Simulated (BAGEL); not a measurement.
# C2H3FSSi (SMILES F[SiH2]C=C=S) at RI-MP2/cc-pVDZ (density fitting with qzvpp-jkfit)

What is the energy change on altering one bond length of C2H3FSSi at RI-MP2/cc-pVDZ (density fitting with qzvpp-jkfit)? 

The calculation is run with BAGEL 1.2.2.

2 further runs of the same task are left out: 1 that didn't finish, 1 set aside as unsound or not needed. Runs told in other sessions of the task aren't counted.

### 1 The system as given

C2H3FSSi has 8 atoms, charge 0, and is taken as a singlet. SMILES: `F[SiH2]C=C=S`. The coordinates come from a GFN2-xTB relaxation. This is one conformer, not always the lowest.

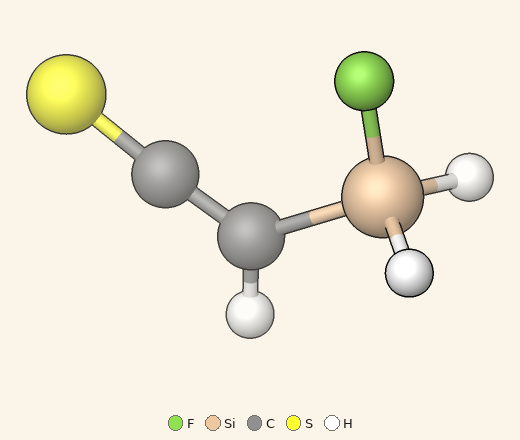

Viewed from a chosen angle; fluorine green, silicon light orange, carbon grey, sulfur yellow, hydrogen white.

### 2 The energy at RI-MP2/cc-pVDZ (density fitting with qzvpp-jkfit)

input.json

```json
{ "bagel" : [

{
  "title" : "molecule",
  "basis" : "cc-pvdz.json",
  "df_basis" : "qzvpp-jkfit",
  "angstrom" : true,
  "geometry" : [
    { "atom" : "F", "xyz" : [   -1.253920,   -0.326960,    1.463900 ] },
    { "atom" : "Si", "xyz" : [    0.267060,    0.041160,    1.106290 ] },
    { "atom" : "C", "xyz" : [    0.429860,    0.092500,   -0.766640 ] },
    { "atom" : "C", "xyz" : [   -0.572580,   -0.090000,   -1.563850 ] },
    { "atom" : "S", "xyz" : [   -1.833740,   -0.323980,   -2.443310 ] },
    { "atom" : "H", "xyz" : [    0.486020,    1.354760,    1.693630 ] },
    { "atom" : "H", "xyz" : [    1.064030,   -1.038480,    1.669340 ] },
    { "atom" : "H", "xyz" : [    1.413270,    0.291000,   -1.159350 ] }
  ]
},
{ "title" : "hf" },
{ "title" : "mp2", "ncore" : 13 }

]}
```

The basis set cc-pVDZ is read from a file made from the Basis Set Exchange's data (not shown).

The run is started by

```
BAGEL_NUM_THREADS=1 BAGEL input.json > input.out
```

The log of the run:

```text
* using 1 threads per process

  ===============================================================
  ===============================================================

  *** Geometry ***

  { "atom" : "F", "xyz" : [     -2.369565,     -0.617865,      2.766370 ] },
  { "atom" : "Si", "xyz" : [      0.504670,      0.077781,      2.090585 ] },
  { "atom" : "C", "xyz" : [      0.812318,      0.174800,     -1.448740 ] },
  { "atom" : "C", "xyz" : [     -1.082019,     -0.170075,     -2.955248 ] },
  { "atom" : "S", "xyz" : [     -3.465266,     -0.612233,     -4.617187 ] },
  { "atom" : "H", "xyz" : [      0.918445,      2.560125,      3.200497 ] },
  { "atom" : "H", "xyz" : [      2.010725,     -1.962443,      3.154595 ] },
  { "atom" : "H", "xyz" : [      2.670693,      0.549910,     -2.190854 ] },

  Number of auxiliary basis functions:      537

  Since a DF basis is specified, we compute 2- and 3-index integrals:
    o Being stored without compression. Storage requirement is 0.037 GB

  Number of basis functions:       93
  Number of electrons      :       54

    * METHOD: MOLECULE                             0.74

  *** RHF ***

  === Nuclear Repulsion ===
   246.5067120186

      * DIIS with orbital gradients will be used.

  === RHF iteration (cc-pvdz.json) ===
      0       -863.21209754          0.01292727           0.24
      1       -863.34399479          0.00796074           0.20
      2       -863.40197229          0.00136222           0.20
      3       -863.40465119          0.00043431           0.20
      4       -863.40490356          0.00025214           0.24
      5       -863.40501433          0.00008854           0.19
      6       -863.40503900          0.00002953           0.19
      7       -863.40504155          0.00001131           0.19
      8       -863.40504192          0.00000418           0.19
      9       -863.40504196          0.00000173           0.19
     10       -863.40504197          0.00000078           0.19
     11       -863.40504197          0.00000025           0.21
     12       -863.40504197          0.00000013           0.19
     13       -863.40504197          0.00000005           0.20
     14       -863.40504197          0.00000003           0.20
     15       -863.40504197          0.00000001           0.19
    * SCF iteration converged.

    * Permanent dipole moment:
           (   -1.083072,    -0.242695,    -0.039417) a.u.

    * METHOD: HF                                   3.85

  *** RHF ***

  === Nuclear Repulsion ===
   246.5067120186

      * DIIS with orbital gradients will be used.

  === RHF iteration (cc-pvdz.json) ===
      0       -863.40504197          0.00000001           0.19
    * SCF iteration converged.

    * Permanent dipole moment:
           (   -1.083072,    -0.242695,    -0.039418) a.u.

  === DF-MP2 calculation ===

    * freezing 13 orbitals
    * 3-index integral transformation done
    * assembly done

      MP2 correlation energy:   -0.6653859242      0.12

      MP2 total energy:       -864.0704278961

    * METHOD: MP2                                  0.53

  ===============================================================
```

It took 5.7 s on 1 thread of AMD EPYC, shared host; peak memory 0.15 GiB.

### 3 The distorted shape

input.json

```json
{ "bagel": [

{
  "title": "molecule",
  "basis": "cc-pvdz.json",
  "df_basis": "qzvpp-jkfit",
  "angstrom": true,
  "geometry": [
    { "atom": "F", "xyz": [   -1.745580,   -0.426201,    1.660237 ] },
    { "atom": "Si", "xyz": [   -0.224600,   -0.058081,    1.302627 ] },
    { "atom": "C", "xyz": [   -0.061800,   -0.006741,   -0.570303 ] },
    { "atom": "C", "xyz": [   -1.064240,   -0.189241,   -1.367513 ] },
    { "atom": "S", "xyz": [   -2.325400,   -0.423221,   -2.246973 ] },
    { "atom": "H", "xyz": [   -0.005640,    1.255519,    1.889967 ] },
    { "atom": "H", "xyz": [    0.572370,   -1.137721,    1.865677 ] },
    { "atom": "H", "xyz": [    1.413270,    0.291000,   -1.159350 ] }
  ]
},
{
  "title": "hf"
},
{
  "title": "mp2",
  "ncore": 13
}

]}
```

The basis set cc-pVDZ is read from a file made from the Basis Set Exchange's data (not shown).

The run is started by

```
BAGEL_NUM_THREADS=1 BAGEL input.json > input.out
```

The log of the run:

```text
* using 1 threads per process

  ===============================================================
  ===============================================================

  *** Geometry ***

  { "atom" : "F", "xyz" : [     -3.298668,     -0.805403,      3.137393 ] },
  { "atom" : "Si", "xyz" : [     -0.424432,     -0.109757,      2.461608 ] },
  { "atom" : "C", "xyz" : [     -0.116785,     -0.012739,     -1.077716 ] },
  { "atom" : "C", "xyz" : [     -2.011122,     -0.357614,     -2.584225 ] },
  { "atom" : "S", "xyz" : [     -4.394369,     -0.799772,     -4.246164 ] },
  { "atom" : "H", "xyz" : [     -0.010658,      2.372587,      3.571520 ] },
  { "atom" : "H", "xyz" : [      1.081623,     -2.149981,      3.525619 ] },
  { "atom" : "H", "xyz" : [      2.670693,      0.549910,     -2.190854 ] },

  Number of auxiliary basis functions:      537

  Since a DF basis is specified, we compute 2- and 3-index integrals:
    o Being stored without compression. Storage requirement is 0.037 GB

  Number of basis functions:       93
  Number of electrons      :       54

    * METHOD: MOLECULE                             0.71

  *** RHF ***

  === Nuclear Repulsion ===
   244.3967432842

      * DIIS with orbital gradients will be used.

  === RHF iteration (cc-pvdz.json) ===
      0       -863.13289891          0.01245631           0.21
      1       -863.26286607          0.00775469           0.20
      2       -863.31948001          0.00143000           0.20
      3       -863.32220610          0.00052669           0.20
      4       -863.32250560          0.00022487           0.23
      5       -863.32259044          0.00009062           0.20
      6       -863.32261496          0.00004120           0.20
      7       -863.32262098          0.00001155           0.20
      8       -863.32262136          0.00000427           0.20
      9       -863.32262140          0.00000217           0.20
     10       -863.32262141          0.00000086           0.20
     11       -863.32262141          0.00000027           0.22
     12       -863.32262141          0.00000014           0.20
     13       -863.32262141          0.00000005           0.20
     14       -863.32262141          0.00000002           0.20
     15       -863.32262141          0.00000001           0.20
    * SCF iteration converged.

    * Permanent dipole moment:
           (   -1.037863,    -0.234598,    -0.012490) a.u.

    * METHOD: HF                                   3.86

  *** RHF ***

  === Nuclear Repulsion ===
   244.3967432842

      * DIIS with orbital gradients will be used.

  === RHF iteration (cc-pvdz.json) ===
      0       -863.32262141          0.00000001           0.20
    * SCF iteration converged.

    * Permanent dipole moment:
           (   -1.037863,    -0.234598,    -0.012490) a.u.

  === DF-MP2 calculation ===

    * freezing 13 orbitals
    * 3-index integral transformation done
    * assembly done

      MP2 correlation energy:   -0.6755586604      0.12

      MP2 total energy:       -863.9981800709

    * METHOD: MP2                                  0.55

  ===============================================================
```

Wall time 5.7 s (1 thread of AMD EPYC, shared host); peak memory 0.15 GiB.

### 4 Summary of results

Level: RI-MP2/cc-pVDZ (density fitting with qzvpp-jkfit), 13 core orbitals frozen.

| quantity | value |
| --- | --- |
| first shape: total energy | -864.07043 Eh |
| first shape: correlation energy (13 core orbitals frozen) | -665.4 mEh |
| distorted shape: total energy | -863.99818 Eh |
| distorted shape: correlation energy (13 core orbitals frozen) | -675.6 mEh |
| energy change with the C3–H8 bond stretched from 1.077 to 1.616 Å | 1.966 eV |

In words: One bond (distorted shape) is far stretched, which a spin-restricted single reference describes badly; perturbation theory on it can break down and give far too much correlation. With the C3–H8 bond stretched from 1.077 to 1.616 Å the energy rises by 1.97 eV (190 kJ/mol). The first shape isn't relaxed at this level, so the change isn't measured from a minimum. A restricted reference can't describe the breaking bond well at this length.
